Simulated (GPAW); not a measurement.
# Si/Ti(0001): work function by functional and basis, part 2 of 2

Aim: the work function of both faces of Si/Ti(0001), and its spread over functionals and bases.

GPAW 26.7.0; GPAW, PAW setups; slab in vacuum, relaxation (the session's first sound run).

So far, upper work function (eV): step 2 (relaxation, PBE, GPAW) 5.07; step 3 (plane waves, PBE) 5.07; step 4 (self-consistent run: xc = "revPBE") 5.00; step 5 (self-consistent run: xc = "RPBE") 5.00.

## (6) OptPBE vdW: xc = "optPBE-vdW"

The same geometry under optPBE-vdW, to see how far the functional moves the levels against the vacuum (the van der Waals functionals take revPBE setups).

File run.py:

```python
import json
import numpy as np
from ase import Atoms
from gpaw import GPAW, PW

slab = Atoms(
    ['Ti', 'Ti', 'Ti', 'Ti', 'Si'],
    positions=[
        [2.95000, 1.70318, 8.00000],
        [0.00000, 0.00000, 10.34230],
        [2.95000, 1.70318, 12.72693],
        [0.00000, -0.00000, 14.98927],
        [1.47500, 0.85159, 17.16879]],
    cell=[[2.95, 0.0, 0.0], [1.475, 2.55477, 0.0], [0.0, 0.0, 25.30638]],
    pbc=[True, True, False])

slab.calc = GPAW(mode=PW(400), xc='optPBE-vdW', kpts={'size': (12, 12, 1), 'gamma': True},
                 occupations={'name': 'fermi-dirac', 'width': 0.1}, nbands='200%',
                 convergence={'density': 1e-05}, maxiter=200,
                 poissonsolver={'dipolelayer': 'xy'},
                 symmetry={'tolerance': 1e-3}, txt='slab.txt')
result = {}
energy = slab.get_potential_energy()
fermi = slab.calc.get_fermi_level()
v = slab.calc.get_electrostatic_potential().mean((0, 1)) - fermi
n = slab.calc.get_pseudo_density().mean((0, 1))
L = slab.cell[2, 2]
z = np.arange(len(v)) * L / len(v)
low, high = slab.positions[:, 2].min(), slab.positions[:, 2].max()
below, above = np.interp([low - 5.8, high + 5.8], z, v)
slopes = [np.interp(x, z, np.gradient(v, z)) for x in (low - 5.8, high + 5.8)]
eps = np.array([[slab.calc.get_eigenvalues(k, s) for k in range(len(slab.calc.get_ibz_k_points()))]
                for s in range(slab.calc.get_number_of_spins())]) - fermi
top, bottom = eps[eps < 0].max(), eps[eps > 0].min()
dipole = slab.get_dipole_moment()[2]
print(f'energy {energy:.4f} eV, Fermi level {fermi:.4f} eV, dipole {dipole:.5f} e A')
print(f'potential 5.8 A off the faces, from the Fermi level: lower {below:.4f} eV, upper {above:.4f} eV')
print(f'slope of the potential there: lower {slopes[0]:.5f}, upper {slopes[1]:.5f} eV/A')
print(f'nearest levels on the mesh: {top:.4f} and {bottom:.4f} eV')
print('magnetic moment', round(slab.get_magnetic_moment(), 3))
result.update(energy=energy, fermi=fermi, dipole=dipole, below=below, above=above, slopes=slopes, edges=[top, bottom],
              z=z.tolist(), v=v.tolist(), n=n.tolist(), positions=slab.positions.tolist(),
              forces=slab.get_forces(apply_constraint=False).tolist(), moments=slab.get_magnetic_moments().tolist())
json.dump(result, open('result.json', 'w'))
```

Run with:

```sh
> OMP_NUM_THREADS=1 OPENBLAS_NUM_THREADS=1 python run.py
```

Log:

```text
energy -65.3369 eV, Fermi level 1.1418 eV, dipole -0.02789 e A
potential 5.8 A off the faces, from the Fermi level: lower 4.5542 eV, upper 5.2216 eV
slope of the potential there: lower -0.00051, upper -0.00008 eV/A
nearest levels on the mesh: -0.0032 and 0.0022 eV
magnetic moment 0.0
```

Run time: 2.6 min. Hardware: 1 thread of Arm Neoverse V1, shared host; peak memory 0.36 GiB.

Numbers from this step:

```
dipole along the normal                    : -0.02789 e·Å
levels nearest the Fermi level on the mesh : -0.003177, 0.002219 eV from the Fermi level
upper work function                        : 5.222 eV
lower work function                        : 4.554 eV
```

The electrostatic potential energy of an electron (without an applied field's), less the Fermi level, planar mean oscillates, so the rows of the table below give means over windows of 2.32 Å about each position, cut where the curve ends. Its maxima inside the range that stand out by 2 % of the span (Å: eV): 9.2: -0.202, 11.5: -0.176, 13.8: -0.759, 16.1: -0.998. Its minima: 8.0: -19.5, 10.3: -19.4, 12.8: -19.3, 15.0: -19.3, 17.2: -17.1.

Table of electrostatic potential energy of an electron (without an applied field's), less the Fermi level, planar mean by z; means over each step:

```tsv
z (Å)	electrostatic potential energy of an electron (without an applied field's), less the Fermi level, planar mean (eV)
1.16	4.58
3.48	4.55
5.80	3.51
8.12	-8.46
10.44	-8.29
12.76	-8.35
15.08	-8.47
17.40	-6.44
19.72	4.98
22.04	5.22
24.36	5.21
```

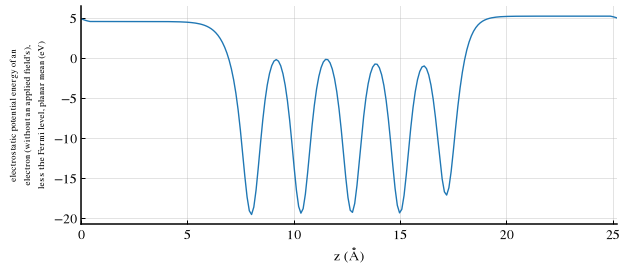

Electrostatic potential energy of an electron (without an applied field's), less the Fermi level, planar mean, plotted against z.

The upper face's work function is 5.222 eV, against 5.072 eV in the first plane-wave PBE run at this geometry.

## (7) Self-consistent run: xc = "vdW-DF2"

The same geometry under vdW-DF2, to see how far the functional moves the levels against the vacuum (the van der Waals functionals take revPBE setups).

Changes to run.py since step 6:

```diff
@@ -16,3 +16,3 @@
 
-slab.calc = GPAW(mode=PW(400), xc='optPBE-vdW', kpts={'size': (12, 12, 1), 'gamma': True},
+slab.calc = GPAW(mode=PW(400), xc='vdW-DF2', kpts={'size': (12, 12, 1), 'gamma': True},
                  occupations={'name': 'fermi-dirac', 'width': 0.1}, nbands='200%',
```

Log:

```text
energy -214.5065 eV, Fermi level 1.1152 eV, dipole -0.02792 e A
potential 5.8 A off the faces, from the Fermi level: lower 4.6233 eV, upper 5.2915 eV
slope of the potential there: lower -0.00079, upper -0.00002 eV/A
nearest levels on the mesh: -0.0101 and 0.0028 eV
magnetic moment 0.0
```

It took 2.7 min on 1 thread; peak memory 0.36 GiB.

Numbers from this step:

- dipole along the normal: -0.02792 e·Å
- levels nearest the Fermi level on the mesh: -0.01005, 0.002840 eV from the Fermi level
- upper work function: 5.292 eV
- lower work function: 4.623 eV

The electrostatic potential energy of an electron (without an applied field's), less the Fermi level, planar mean oscillates, so the rows of the table below give means over windows of 2.32 Å about each position, cut where the curve ends. Its maxima inside the range that stand out by 2 % of the span (Å: eV): 9.2: -0.311, 11.5: -0.263, 13.8: -0.864, 16.1: -1.06. Its minima: 8.0: -19.5, 10.3: -19.4, 12.8: -19.3, 15.0: -19.3, 17.2: -17.1.

The electrostatic potential energy of an electron (without an applied field's), less the Fermi level, planar mean by z; means over each step:

```tsv
z (Å)	electrostatic potential energy of an electron (without an applied field's), less the Fermi level, planar mean (eV)
1.16	4.65
3.48	4.61
5.80	3.55
8.12	-8.46
10.44	-8.33
12.76	-8.39
15.08	-8.51
17.40	-6.41
19.72	5.04
22.04	5.29
24.36	5.28
```

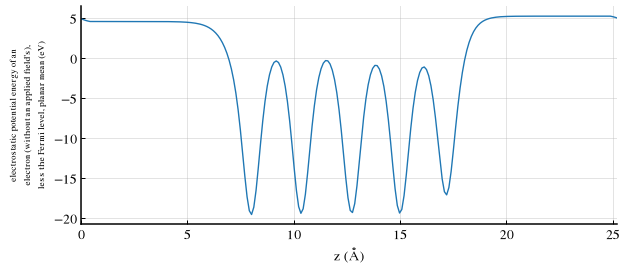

Electrostatic potential energy of an electron (without an applied field's), less the Fermi level, planar mean, plotted against z.

The upper face's work function is 5.292 eV, against 5.072 eV in the first plane-wave PBE run at this geometry.

## (8) Self-consistent run: xc = "LDA"

The same geometry under LDA, to see how far the functional moves the levels against the vacuum.

Changes to run.py since step 7:

```diff
@@ -16,3 +16,3 @@
 
-slab.calc = GPAW(mode=PW(400), xc='vdW-DF2', kpts={'size': (12, 12, 1), 'gamma': True},
+slab.calc = GPAW(mode=PW(400), xc='LDA', kpts={'size': (12, 12, 1), 'gamma': True},
                  occupations={'name': 'fermi-dirac', 'width': 0.1}, nbands='200%',
```

Log:

```text
energy -33.6399 eV, Fermi level 1.0109 eV, dipole -0.02668 e A
potential 5.8 A off the faces, from the Fermi level: lower 4.5932 eV, upper 5.2316 eV
slope of the potential there: lower -0.00028, upper -0.00009 eV/A
nearest levels on the mesh: -0.0067 and 0.0025 eV
magnetic moment 0.0
```

The job ended after 2.4 min (1 thread; peak memory 0.23 GiB).

This step gave:

- dipole along the normal: -0.02668 e·Å
- levels nearest the Fermi level on the mesh: -0.006680, 0.002513 eV from the Fermi level
- upper work function: 5.232 eV
- lower work function: 4.593 eV

The upper face's work function is 5.232 eV, against 5.072 eV in the first plane-wave PBE run at this geometry.

## (9) Real-space grid: mode = "fd"

A real-space grid is a second complete basis, so it checks the plane-wave result.

Changes to run.py since step 8:

```diff
@@ -3,3 +3,3 @@
 from ase import Atoms
-from gpaw import GPAW, PW
+from gpaw import GPAW
 
@@ -16,3 +16,3 @@
 
-slab.calc = GPAW(mode=PW(400), xc='LDA', kpts={'size': (12, 12, 1), 'gamma': True},
+slab.calc = GPAW(mode='fd', h=0.18, xc='PBE', kpts={'size': (12, 12, 1), 'gamma': True},
                  occupations={'name': 'fermi-dirac', 'width': 0.1}, nbands='200%',
```

Log:

```text
energy -30.7102 eV, Fermi level -4.7416 eV, dipole -0.02758 e A
potential 5.8 A off the faces, from the Fermi level: lower 4.4101 eV, upper 5.0730 eV
slope of the potential there: lower -0.00025, upper 0.00002 eV/A
nearest levels on the mesh: -0.0094 and 0.0026 eV
magnetic moment 0.0
```

Run time: 12 min. Hardware: 1 thread; peak memory 1 GiB.

This step gave:

```yaml
dipole_along_the_normal: -0.02758 e·Å
levels_nearest_the_fermi_level_on_the_mesh: -0.009401, 0.002649 eV from the Fermi level
upper_work_function: 5.073 eV
lower_work_function: 4.410 eV
```

The electrostatic potential energy of an electron (without an applied field's), less the Fermi level, planar mean oscillates, so the rows of the table below give means over windows of 2.26 Å about each position, cut where the curve ends. Its maxima inside the range that stand out by 2 % of the span (Å: eV): 9.1: -0.203, 11.6: -0.147, 13.8: -0.722, 16.1: -0.967. Its minima: 8.0: -19.5, 10.3: -19.4, 12.7: -19.4, 15.0: -19.4, 17.2: -17.2.

Table of electrostatic potential energy of an electron (without an applied field's), less the Fermi level, planar mean by z; means over each step:

```tsv
z (Å)	electrostatic potential energy of an electron (without an applied field's), less the Fermi level, planar mean (eV)
1.13	4.42
3.39	4.41
5.65	3.71
7.91	-8.67
10.17	-8.53
12.43	-8.47
14.69	-8.66
16.95	-7.39
19.21	4.28
21.47	5.07
23.73	5.07
```

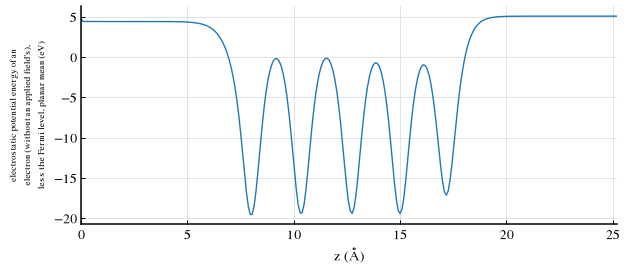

Electrostatic potential energy of an electron (without an applied field's), less the Fermi level, planar mean, plotted against z.

The upper face's work function is 5.073 eV, against 5.072 eV in the first plane-wave PBE run at this geometry.

## (10) Atomic orbitals: mode = "lcao"

Atom-centred orbitals end a few angstrom from the surface, which tests how much the density's tail matters.

Changes to run.py since step 9:

```diff
@@ -16,4 +16,4 @@
 
-slab.calc = GPAW(mode='fd', h=0.18, xc='PBE', kpts={'size': (12, 12, 1), 'gamma': True},
-                 occupations={'name': 'fermi-dirac', 'width': 0.1}, nbands='200%',
+slab.calc = GPAW(mode='lcao', basis='dzp', h=0.18, xc='PBE', kpts={'size': (12, 12, 1), 'gamma': True},
+                 occupations={'name': 'fermi-dirac', 'width': 0.1}, nbands='120%',
                  convergence={'density': 1e-05}, maxiter=200,
```

Log:

```text
energy -30.0800 eV, Fermi level -4.7102 eV, dipole -0.02592 e A
potential 5.8 A off the faces, from the Fermi level: lower 4.3988 eV, upper 5.0216 eV
slope of the potential there: lower -0.00000, upper 0.00000 eV/A
nearest levels on the mesh: -0.0087 and 0.0012 eV
magnetic moment 0.0
```

The job ended after 24 min (1 thread; peak memory 0.41 GiB).

Numbers from this step:

```
dipole along the normal                    : -0.02592 e·Å
levels nearest the Fermi level on the mesh : -0.008720, 0.001219 eV from the Fermi level
upper work function                        : 5.022 eV
lower work function                        : 4.399 eV
```

The upper face's work function is 5.022 eV, against 5.072 eV in the first plane-wave PBE run at this geometry.

## (11) The ladder

Times are for 1 thread of Arm Neoverse V1, shared host. The series side by side:

```tsv
no.	run	upper work function (eV)	lower work function (eV)	time	memory (GiB)
1	pw	5.072	4.413	2.2 min	0.23
2	revPBE	5.003	4.313	2.4 min	0.23
3	RPBE	5.004	4.303	2.4 min	0.23
4	optPBE vdW	5.222	4.554	2.6 min	0.36
5	vdW DF2	5.292	4.623	2.7 min	0.36
6	LDA	5.232	4.593	2.4 min	0.23
7	fd	5.073	4.410	12 min	1.0
8	lcao	5.022	4.399	24 min	0.41
```

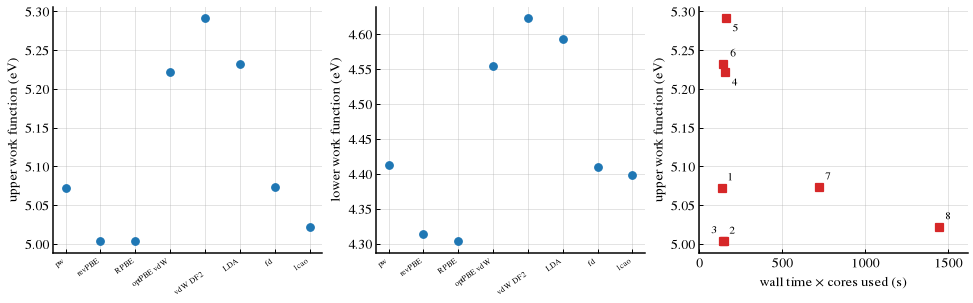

The series as plots; the last panel sets the first result against cost, with the runs numbered as in the table.

## (12) Side by side

Results and costs are gathered.

This step: comparison of work functions, dipole and cost (GPAW 26.7.0).

Ladder, by row:

```tsv
step	code	work function, upper (eV)	work function, lower (eV)	dipole (e Å)	wall time (s)	peak memory (GiB)	threads
pw	GPAW	5.072	4.413	-0.02753	134.2	0.23	1
revPBE	GPAW	5.003	4.313	-0.02882	143	0.23	1
RPBE	GPAW	5.004	4.303	-0.02927	146	0.23	1
optPBE-vdW	GPAW	5.222	4.554	-0.02789	154.1	0.36	1
vdW-DF2	GPAW	5.292	4.623	-0.02792	163.3	0.36	1
LDA	GPAW	5.232	4.593	-0.02668	145.6	0.23	1
fd	GPAW	5.073	4.41	-0.02758	721.1	1.03	1
lcao	GPAW	5.022	4.399	-0.02592	1443	0.41	1
```

## (13) A changed run

One more run, with changed settings.

This step: GPAW, PAW setups; slab in vacuum (GPAW 26.7.0).

Changes to run.py since step 10:

```diff
@@ -3,3 +3,3 @@
 from ase import Atoms
-from gpaw import GPAW
+from gpaw import GPAW, PW
 
@@ -16,5 +16,5 @@
 
-slab.calc = GPAW(mode='lcao', basis='dzp', h=0.18, xc='PBE', kpts={'size': (12, 12, 1), 'gamma': True},
-                 occupations={'name': 'fermi-dirac', 'width': 0.1}, nbands='120%',
-                 convergence={'density': 1e-05}, maxiter=200,
+slab.calc = GPAW(mode=PW(400), xc='PBE', kpts={'size': (12, 12, 1), 'gamma': True},
+                 occupations={'name': 'fermi-dirac', 'width': 1.0}, nbands='200%',
+                 convergence={'density': 1e-05}, maxiter=100,
                  poissonsolver={'dipolelayer': 'xy'},
```

Log:

```text
energy -31.5189 eV, Fermi level 1.0744 eV, dipole -0.01595 e A
potential 5.8 A off the faces, from the Fermi level: lower 4.9724 eV, upper 5.3585 eV
slope of the potential there: lower -0.04102, upper 0.03064 eV/A
nearest levels on the mesh: -0.0286 and 0.0068 eV
magnetic moment 0.0
```

Wall time 2 min (1 thread); peak memory 0.23 GiB.

The run finished. A setting was moved off its sound value on purpose, so it serves as a test and not as the result.

The fault put into the input: a smearing of electronvolts (width = 1.0).

Side by side:

```tsv
quantity	this run	sound run	difference
dipole along the normal (e·Å)	-0.015950	-0.027532	0.0116
```

The two runs differ clearly in the dipole along the normal: -0.0159 e·Å against -0.0275 e·Å.

## (14) What came out

| Item | Value |
| --- | --- |
| work function, upper and lower face | 5.072 and 4.413 eV |
| dipole along the normal | -0.0275 e Å |

**Reading.** With plane waves and PBE the work function is 5.07 eV on the upper face and 4.41 eV on the lower. The two faces differ by 0.66 eV, the step that the slab's dipole makes (e p/(ε0 A) gives 0.66 eV), so the dipole layer is needed. Over the sound runs of the table the upper face's work function spans 5.003 (revPBE) to 5.292 eV (vdW-DF2). The cell of 7.54 Å² holds one Si, started on one chosen site; other sites and coverages weren't tried. The runs had no spin polarisation, so a magnetic state, which thin layers of d-metal atoms can have, wasn't tested. The in-plane lattice was kept as typed, which isn't the functional's own and leaves some strain; spin-orbit coupling and temperature are left out.

[Logs are printed without paths, hosts, clocks, repeated set-up lines and the standing remarks that a program may print on its own settings, such as how far it seeks lower states.]

[Hosts, paths, dates, database ids (printed as entryN), source tags and the programs' standing remarks are cut or masked in the printed files.]
